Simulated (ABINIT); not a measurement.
# Cs2AgSbBr6 (Fm-3m): one start, several treatments of the self-energy

Wanted: the gap of Cs2AgSbBr6 (Fm-3m) under several approximations, with cost.

Calculated with ABINIT 10.8.3; PBEsol and many-body steps on it, plane waves.

**The experiments to reproduce.**

- Gap 2.18 eV: indirect optical gap from Tauc plot; photothermal deflection spectroscopy; film (solution-processed film on quartz, about 200 nm thick) (“Bandgap Lowering in Mixed Alloys of Cs2Ag(SbxBi1-x)Br6 Double Perovskite Thin Films”, 2020, arxiv:2007.00388).

## (1) Starting point

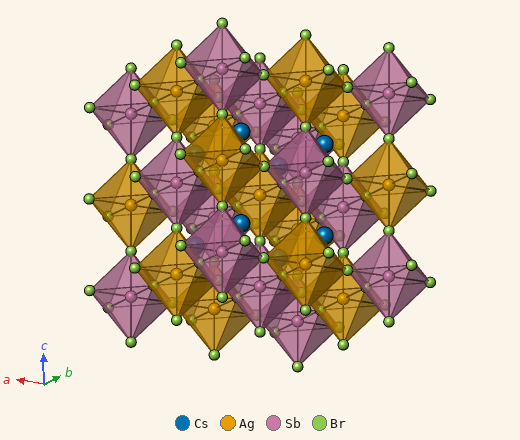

The starting structure, seen from a free direction (caesium blue, silver orange, antimony pink, bromine green). This picture shows the conventional cell, with its axes. Some periodic images of atoms are drawn too.

The cell and positions are those that the Materials Project relaxed with its own functionals (PBE, PBE+U or r2SCAN), kept fixed. Spin-orbit coupling is left out unless a step names it.

## (2) Empty states on the mesh, 2×2×2 mesh, 362 bands

This step: ABINIT 10.8.3; DFT, PBEsol, plane waves, norm-conserving pseudopotentials.

The sums over transitions need many empty states on a uniform mesh; this step solves for them.

File run.abi:

```
acell 3*1.0 Angstrom
rprim 
  0.000000000000 5.689253000000 5.689253000000
  5.689253000000 0.000000000000 5.689253000000
  5.689253000000 5.689253000000 0.000000000000
ntypat 4
znucl 55 47 51 35
natom 10
typat 1 1 2 3 4 4 4 4 4 4
xred 
  0.750000000000 0.750000000000 0.750000000000
  0.250000000000 0.250000000000 0.250000000000
  0.500000000000 0.500000000000 0.500000000000
  0.000000000000 0.000000000000 0.000000000000
  0.751554000000 0.248446000000 0.248446000000
  0.248446000000 0.248446000000 0.751554000000
  0.248446000000 0.751554000000 0.751554000000
  0.248446000000 0.751554000000 0.248446000000
  0.751554000000 0.248446000000 0.751554000000
  0.751554000000 0.751554000000 0.248446000000
pp_dirpath "pseudos"
pseudos "Cs.upf, Ag.upf, Sb.upf, Br.upf"
ecut 40
ngkpt 2 2 2
nshiftk 1
shiftk 0 0 0
kptopt 1
chksymbreak 0
iscf -2
irdden 1
istwfk *1
nband 362
nbdbuf 32
tolwfr 1e-09
nstep 60
prtvol 0
indata_prefix "in"
outdata_prefix "out"
tmpdata_prefix "tmp"
```

Started as:

```bash
OMP_NUM_THREADS=2 mpirun -n 3 abinit run.abi > log
```

Numbers of over 12 decimals in the logs are rounded to 6 here.

Log:

```text
.Version 10.8.3 of ABINIT. v10.8.2 released Aug 2026.

 Symmetries : space group Fm -3 m (#225); Bravais cF (face-center cubic)
[... echo of the input left out ...]
== DATASET  1 ==================================================================
-   mpi_nproc: 3, omp_nthreads: 2 (-1 if OMP is not activated)

--- !DatasetInfo
iteration_state: {dtset: 1, }
dimensions: {natom: 10, nkpt: 3, mband: 362, nsppol: 1, nspinor: 1, nspden: 1, mpw: 30155, }
cutoff_energies: {ecut:  40.0, pawecutdg:  -1.0, }
[...]
1.61688    1.61905    1.61908    1.61914    1.62214    1.62216    1.63405    1.63417
   1.63478    1.64807    1.64862    1.65009    1.65198    1.65262    1.65501    1.66379
   1.66582    1.66758
 prteigrs : prtvol=0 or 1, do not print more k-points.

== END DATASET(S) ==============================================================
================================================================================

 -outvars: echo values of variables after computation  --------
            nband         362
             nkpt           3
          spgroup         225
 [... the other variables as echoed above ...]

 Calculation completed.
```

Elapsed: 12 min, on 3 MPI ranks of Arm Neoverse V1, shared host; peak memory 1.3 GiB.

Numbers from this step:

| Quantity | Value |
| --- | --- |
| gap | 0.8123 eV |
| k of the valence top | 0.5, 0.5, 0 |
| k of the conduction bottom | 0.5, 0, 0 |
| least direct gap | 1.981 eV |
| k points computed | 3 |
| lowest point of the top converged band, above the valence top | 38.86 eV |

On this mesh the gap is 0.812 eV.

The density comes from a self-consistent run that is not shown.

## (3) Screening, 2×2×2 mesh, 182 bands, screening to 114.3 eV

The RPA dielectric matrix is built and inverted for each q.

This step: RPA screening on PBEsol, plane waves, norm-conserving pseudopotentials.

run.abi, as its differences from that of step 2:

```diff
@@ -28,10 +28,11 @@
 chksymbreak 0
-iscf -2
-irdden 1
 istwfk *1
-nband 362
-nbdbuf 32
-tolwfr 1e-09
-nstep 60
-prtvol 0
+occopt 1
+irdwfk 1
+optdriver 3
+nband 182
+ecuteps 4.2
+inclvkb 2
+awtr 1
+symchi 1
 indata_prefix "in"
```

Started as:

```bash
OMP_NUM_THREADS=1 mpirun -n 8 abinit run.abi > log
```

Log:

```text
.Version 10.8.3 of ABINIT. v10.8.2 released Aug 2026.

 Symmetries : space group Fm -3 m (#225); Bravais cF (face-center cubic)
[... echo of the input left out ...]
== DATASET  1 ==================================================================
-   mpi_nproc: 8, omp_nthreads: 1 (-1 if OMP is not activated)

--- !DatasetInfo
iteration_state: {dtset: 1, }
dimensions: {natom: 10, nkpt: 3, mband: 182, nsppol: 1, nspinor: 1, nspden: 1, mpw: 30155, }
cutoff_energies: {ecut:  40.0, pawecutdg:  -1.0, }
electrons: {nelect:   1.62000000E+02, charge:   0.00000000E+00, occopt:   1.00000000E+00, tsmear:   1.00000000E-02, }

 SCREENING: Calculation of the susceptibility and dielectric matrices

 Based on a program developped by R.W. Godby, V. Olevano, G. Onida, and L. Reining.
 Incorporated in ABINIT by V. Olevano, G.-M. Rignanese, and M. Torrent.
.Using double precision arithmetic ; gwpc =  8

[... cell and pseudopotentials left out ...]
--------------------------------------------------------------------------------

 ==== K-mesh for the wavefunctions ====
 Number of points in the irreducible wedge :     3
[... list of points left out ...]
 Together with 48 symmetry operations and time-reversal symmetry
 yields     8 points in the full Brillouin Zone.

 ==== Q-mesh for the screening function ====
 Number of points in the irreducible wedge :     3
[... list of points left out ...]
 Together with 48 symmetry operations and time-reversal symmetry
 yields     8 points in the full Brillouin Zone.

 setmesh: FFT mesh size selected  =    60x   60x   60
          total number of points  =       216000

 vcoul_init : cutoff-mode = AUXILIARY_FUNCTION
 q-points for optical limit:   1
     1)      0.000010    0.000020    0.000030

- screening: taking advantage of time-reversal symmetry
- Maximum band index for partially occupied states nbvw = 81
- Remaining bands to be divided among processors   nbcw = 101
- Number of bands treated by each node ~12

 Number of electrons calculated from density =  162.0000; Expected =  162.0000
 average of density, n =  0.065181
 r_s =    1.5415
 omega_plasma =   24.6273 [eV]

 calculating chi0 at frequencies [eV] :
  1    0.000000E+00    0.000000E+00
  2    0.000000E+00    2.462731E+01

--------------------------------------------------------------------------------
  q-point number  1        q = ( 0.000000, 0.000000, 0.000000) [r.l.u.]
--------------------------------------------------------------------------------
[... chi0 elements left out ...]
 For q-point:  0.000010 0.000020 0.000030
  dielectric constant =   6.5491
  dielectric constant without local fields =   7.7710

  Average fulfillment of the sum rule on Im[epsilon] for q-point    1 :     28.31  [%]
[... wings left out ...]
  q-point number  2        q = ( 0.500000, 0.000000, 0.000000) [r.l.u.]
--------------------------------------------------------------------------------
[... chi0 elements left out ...]
  Average fulfillment of the sum rule on Im[epsilon] for q-point    2 :     32.39  [%]

 [... 1 further q-points ...]
```

The job ended after 4 min (8 MPI ranks; peak memory 15 GiB).

This step gave:

- ε∞ with local fields, on this mesh, along the program's q direction: 6.549
- the same without local fields: 7.771
- plasma frequency: 24.63 eV
- plane waves in the screening matrix: 965

Local fields lower ε∞ by 16 %. On a Γ-centred mesh this coarse the value itself is usually too large, while a short band sum pulls it down.

## (4) G0W0, Godby-Needs plasmon pole

The self-energy is evaluated for the states that the input lists, and the levels follow from it, in one-shot runs by the linearised quasiparticle equation.

This step: G0W0 on PBEsol, plane waves, norm-conserving pseudopotentials.

run.abi, as its differences from that of step 3:

```diff
@@ -31,8 +31,19 @@
 irdwfk 1
-optdriver 3
+optdriver 4
 nband 182
+gwcalctyp 0
+ecutsigx 40
+symsigma 1
+nkptgw 3
+kptgw 
+  0.5000000000 0.5000000000 0.0000000000
+  0.5000000000 0.0000000000 0.0000000000
+  0.0000000000 0.0000000000 0.0000000000
+bdgw 
+  80 83
+  79 84
+  80 84
 ecuteps 4.2
-inclvkb 2
-awtr 1
-symchi 1
+irdscr 1
+ppmodel 1
 indata_prefix "in"
```

Log:

```text
.Version 10.8.3 of ABINIT. v10.8.2 released Aug 2026.

 Symmetries : space group Fm -3 m (#225); Bravais cF (face-center cubic)
[... echo of the input left out ...]
== DATASET  1 ==================================================================
-   mpi_nproc: 8, omp_nthreads: 1 (-1 if OMP is not activated)

--- !DatasetInfo
iteration_state: {dtset: 1, }
dimensions: {natom: 10, nkpt: 3, mband: 182, nsppol: 1, nspinor: 1, nspden: 1, mpw: 30155, }
cutoff_energies: {ecut:  40.0, pawecutdg:  -1.0, }
electrons: {nelect:   1.62000000E+02, charge:   0.00000000E+00, occopt:   1.00000000E+00, tsmear:   1.00000000E-02, }

 SIGMA: Calculation of the GW corrections

 Based on a program developped by R.W. Godby, V. Olevano, G. Onida, and L. Reining.
 Incorporated in ABINIT by V. Olevano, G.-M. Rignanese, and M. Torrent.
.Using double precision arithmetic ; gwpc =  8

[... cell and pseudopotentials left out ...]
--------------------------------------------------------------------------------

 ==== K-mesh for the wavefunctions ====
 Number of points in the irreducible wedge :     3
[... list of points left out ...]
 Together with 48 symmetry operations and time-reversal symmetry
 yields     8 points in the full Brillouin Zone.

 ==== Q-mesh for screening function ====
 Number of points in the irreducible wedge :     3
[... list of points left out ...]
 Together with 48 symmetry operations and time-reversal symmetry
 yields     8 points in the full Brillouin Zone.

 vcoul_init : cutoff-mode = AUXILIARY_FUNCTION
 q-points for optical limit:   1
     1)      0.000010    0.000020    0.000030
 setmesh: FFT mesh size selected  =    90x   90x   90
          total number of points  =       729000

 Number of electrons calculated from density =  162.0000; Expected =  162.0000
 average of density, n =  0.065181
 r_s =    1.5415
 omega_plasma =   24.6273 [eV]

 === KS Band Gaps ===
  >>>> For spin  1
   Minimum direct gap =   1.9811 [eV], located at k-point      :   0.5000  0.0000  0.0000
   Fundamental gap    =   0.8120 [eV], Top of valence bands at :   0.5000  0.5000  0.0000
                                       Bottom of conduction at :   0.5000  0.0000  0.0000
 SIGMA fundamental parameters:
 PLASMON POLE MODEL  1
 number of plane-waves for SigmaX                30155
 number of plane-waves for SigmaC and W            965
 number of plane-waves for wavefunctions         30155
 number of bands                                   182
 number of independent spin polarizations            1
 number of spinorial components                      1
 number of k-points in IBZ                           3
 number of q-points in IBZ                           3
 number of symmetry operations                      48
 number of k-points in BZ                            8
 number of q-points in BZ                            8
 number of frequencies for dSigma/dE                 9
 frequency step for dSigma/dE [eV]                0.25
 number of omega for Sigma on real axis              0
 max omega for Sigma on real axis  [eV]           0.00
 zcut for avoiding poles [eV]                     0.10

 EPSILON^-1 parameters (SCR file):
 dimension of the eps^-1 matrix on file            965
 dimension of the eps^-1 matrix used               965
 number of plane-waves for wavefunctions         30155
 number of bands                                   182
 number of q-points in IBZ                           3
 number of frequencies                               2
 number of real frequencies                          1
 number of imag frequencies                          1

 matrix elements of self-energy operator (all in [eV])

 Perturbative Calculation

--- !SelfEnergy_ee
iteration_state: {dtset: 1, }
kpoint     : [   0.500,    0.500,    0.000, ]
spin       : 1
KS_gap     :    2.314
QP_gap     :    3.917
Delta_QP_KS:    1.603
data: !SigmaeeData |
     Band     E0 <VxcDFT>   SigX SigC(E0)      Z dSigC/dE  Sig(E)    E-E0       E
       80   1.001 -19.461 -23.997   3.771   0.771  -0.297 -20.050  -0.590   0.412
       81   1.963 -18.089 -21.343   2.757   0.789  -0.267 -18.481  -0.393   1.571
       82   4.278 -13.163  -9.561  -2.097   0.804  -0.243 -11.953   1.210   5.488
       83   4.278 -13.163  -9.561  -2.097   0.804  -0.243 -11.953   1.210   5.488

--- !SelfEnergy_ee
iteration_state: {dtset: 1, }
kpoint     : [   0.500,    0.000,    0.000, ]
spin       : 1
KS_gap     :    1.981
QP_gap     :    3.735
Delta_QP_KS:    1.754
data: !SigmaeeData |
     Band     E0 <VxcDFT>   SigX SigC(E0)      Z dSigC/dE  Sig(E)    E-E0       E
       79   0.599 -16.308 -20.991   3.549   0.778  -0.285 -17.191  -0.882  -0.283
       80   0.599 -16.308 -20.991   3.549   0.778  -0.285 -17.191  -0.882  -0.283
[...]
--- !SelfEnergy_ee
iteration_state: {dtset: 1, }
kpoint     : [   0.000,    0.000,    0.000, ]
spin       : 1
KS_gap     :    2.843
QP_gap     :    4.633
Delta_QP_KS:    1.790
data: !SigmaeeData |
     Band     E0 <VxcDFT>   SigX SigC(E0)      Z dSigC/dE  Sig(E)    E-E0       E
[...]
82   3.850 -12.395  -8.791  -2.122   0.810  -0.235 -11.195   1.200   5.050
       83   3.850 -12.395  -8.791  -2.122   0.810  -0.235 -11.195   1.200   5.050
       84   3.850 -12.395  -8.791  -2.122   0.810  -0.235 -11.195   1.200   5.050

 New Fermi energy :        1.042792E-01 Ha ,    2.837582E+00 eV

 === QP Band Gaps ===
  >>>> For spin  1
   Minimum direct gap =   3.7354 [eV], located at k-point      :   0.5000  0.0000  0.0000
   Fundamental gap    =   2.5334 [eV], Top of valence bands at :   0.5000  0.5000  0.0000
                                       Bottom of conduction at :   0.5000  0.0000  0.0000

== END DATASET(S) ==============================================================
================================================================================

 -outvars: echo values of variables after computation  --------
           etotal      0.0000000000E+00
            nband         182
             nkpt           3
          spgroup         225
 [... the other variables as echoed above ...]

 Calculation completed.
```

Run time: 76 s. Hardware: 8 MPI ranks; peak memory 9.2 GiB.

Numbers from this step:

- G0W0 gap on the points computed: 2.533 eV
- starting gap on the mesh: 0.8123 eV
- k of the valence top: 0.5, 0.5, 0
- k of the conduction bottom: 0.5, 0, 0
- Z at the valence top: 0.789
- Z at the conduction bottom: 0.812
- least direct G0W0 gap on the computed points: 3.735 eV

The gap on the mesh goes from 0.81 eV to 2.53 eV, a correction of +1.72 eV.

## (5) G0W0, Hybertsen-Louie plasmon pole

run.abi, as its differences from that of step 4:

```diff
@@ -47,3 +47,3 @@
 irdscr 1
-ppmodel 1
+ppmodel 2
 indata_prefix "in"
```

Log:

```text
.Version 10.8.3 of ABINIT. v10.8.2 released Aug 2026.

 Symmetries : space group Fm -3 m (#225); Bravais cF (face-center cubic)
[... echo of the input left out ...]
== DATASET  1 ==================================================================
-   mpi_nproc: 8, omp_nthreads: 1 (-1 if OMP is not activated)

--- !DatasetInfo
iteration_state: {dtset: 1, }
dimensions: {natom: 10, nkpt: 3, mband: 182, nsppol: 1, nspinor: 1, nspden: 1, mpw: 30155, }
cutoff_energies: {ecut:  40.0, pawecutdg:  -1.0, }
electrons: {nelect:   1.62000000E+02, charge:   0.00000000E+00, occopt:   1.00000000E+00, tsmear:   1.00000000E-02, }

 SIGMA: Calculation of the GW corrections

 Based on a program developped by R.W. Godby, V. Olevano, G. Onida, and L. Reining.
 Incorporated in ABINIT by V. Olevano, G.-M. Rignanese, and M. Torrent.
.Using double precision arithmetic ; gwpc =  8

[... cell and pseudopotentials left out ...]
--------------------------------------------------------------------------------

 ==== K-mesh for the wavefunctions ====
 Number of points in the irreducible wedge :     3
[... list of points left out ...]
 Together with 48 symmetry operations and time-reversal symmetry
 yields     8 points in the full Brillouin Zone.

 ==== Q-mesh for screening function ====
 Number of points in the irreducible wedge :     3
[... list of points left out ...]
 Together with 48 symmetry operations and time-reversal symmetry
 yields     8 points in the full Brillouin Zone.

 vcoul_init : cutoff-mode = AUXILIARY_FUNCTION
 q-points for optical limit:   1
     1)      0.000010    0.000020    0.000030
 setmesh: FFT mesh size selected  =    90x   90x   90
          total number of points  =       729000

 Number of electrons calculated from density =  162.0000; Expected =  162.0000
[...]
Perturbative Calculation

--- !SelfEnergy_ee
iteration_state: {dtset: 1, }
kpoint     : [   0.500,    0.500,    0.000, ]
spin       : 1
KS_gap     :    2.314
QP_gap     :    4.157
Delta_QP_KS:    1.843
data: !SigmaeeData |
     Band     E0 <VxcDFT>   SigX SigC(E0)      Z dSigC/dE  Sig(E)    E-E0       E
       80   1.001 -19.461 -23.997   3.711   0.875  -0.143 -20.182  -0.722   0.280
       81   1.963 -18.089 -21.343   2.761   0.879  -0.138 -18.522  -0.433   1.530
       82   4.278 -13.163  -9.561  -2.007   0.884  -0.131 -11.753   1.409   5.687
[...]
--- !SelfEnergy_ee
iteration_state: {dtset: 1, }
kpoint     : [   0.500,    0.000,    0.000, ]
spin       : 1
KS_gap     :    1.981
QP_gap     :    3.918
Delta_QP_KS:    1.937
data: !SigmaeeData |
     Band     E0 <VxcDFT>   SigX SigC(E0)      Z dSigC/dE  Sig(E)    E-E0       E
[...]
--- !SelfEnergy_ee
iteration_state: {dtset: 1, }
kpoint     : [   0.000,    0.000,    0.000, ]
spin       : 1
KS_gap     :    2.843
QP_gap     :    4.894
Delta_QP_KS:    2.050
data: !SigmaeeData |
     Band     E0 <VxcDFT>   SigX SigC(E0)      Z dSigC/dE  Sig(E)    E-E0       E
[...]
83   3.850 -12.395  -8.791  -2.102   0.885  -0.130 -11.066   1.330   5.180
       84   3.850 -12.395  -8.791  -2.102   0.885  -0.130 -11.066   1.330   5.180

 New Fermi energy :        1.043417E-01 Ha ,    2.839282E+00 eV

 === QP Band Gaps ===
  >>>> For spin  1
   Minimum direct gap =   3.9181 [eV], located at k-point      :   0.5000  0.0000  0.0000
   Fundamental gap    =   2.6183 [eV], Top of valence bands at :   0.5000  0.5000  0.0000
                                       Bottom of conduction at :   0.5000  0.0000  0.0000

== END DATASET(S) ==============================================================
================================================================================

 -outvars: echo values of variables after computation  --------
           etotal      0.0000000000E+00
            nband         182
             nkpt           3
          spgroup         225
 [... the other variables as echoed above ...]

 Calculation completed.
```

The job ended after 77 s (8 MPI ranks; peak memory 9.2 GiB; 10 min of CPU time).

Numbers from this step:

| Quantity | Value |
| --- | --- |
| G0W0 gap on the points computed | 2.618 eV |
| starting gap on the mesh | 0.8123 eV |
| k of the valence top | 0.5, 0.5, 0 |
| k of the conduction bottom | 0.5, 0, 0 |
| Z at the valence top | 0.879 |
| Z at the conduction bottom | 0.885 |
| least direct G0W0 gap on the computed points | 3.918 eV |

Against G0W0 in ABINIT (2×2×2 mesh, 182 bands, screening to 114.3 eV, Godby-Needs plasmon pole), the gap moves by +0.085 eV.

[end of part 1 of 2]

[Paths, hosts, dates, memory and timing lines, banners, echoed tables and standing remarks are left out of the program output.]

[Logs are printed without paths, hosts, clocks, repeated set-up lines and the standing remarks that a program may print on its own settings, such as how far it seeks lower states.]

[Runs of the session that timed out or met a known fault of the program may be left out.]

[Hosts, paths, dates, database ids (printed as entryN), source tags and the programs' standing remarks are cut or masked in the printed files.]

[G0W0 gaps are taken among the corrected bands and points alone; a level outside them can change the order at an edge.]

[Where Ansatz stands beside ABINIT at settings called matched, ABINIT's density can come from a denser mesh and the files from another edition; pairs whose starting gaps differed by over 0.03 eV were left out, so agreement reads better than it is.]
